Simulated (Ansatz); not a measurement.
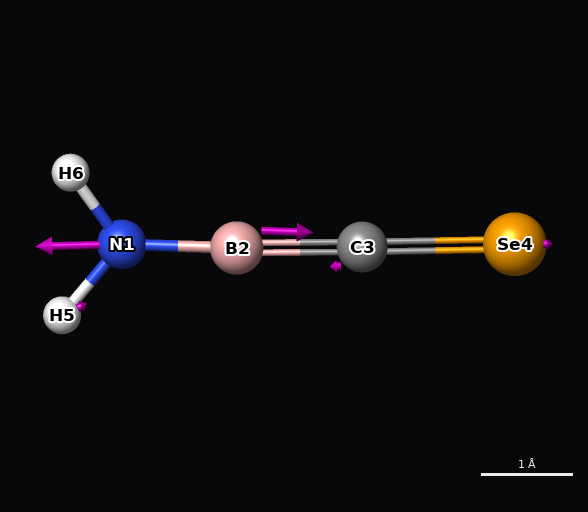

Arrows show the forces on the atoms, 0.1 Å of arrow for 1 eV/Å; forces under a tenth of the largest aren't drawn. Level of theory: ωB97M-V/def2-TZVPP (Ansatz 0.2.0).

On which atom is the force largest, and how large is it?

On N1: 7.11 eV/Å.

Which bond do the forces act along most?

N1–B2, now 1.272 Å: the forces push its atoms apart, so a first step downhill lengthens it.

List the force components in the frame of the picture (x right, y up, z towards the viewer), in eV/Å.

```csv
atom,Fx,Fy,Fz
N1,−7.10,−0.19,0.22
B2,5.74,−0.21,−0.07
C3,−1.18,−0.05,0.20
Se4,1.02,0.01,−0.03
H5,1.05,0.49,−0.09
H6,0.46,−0.05,−0.23
```
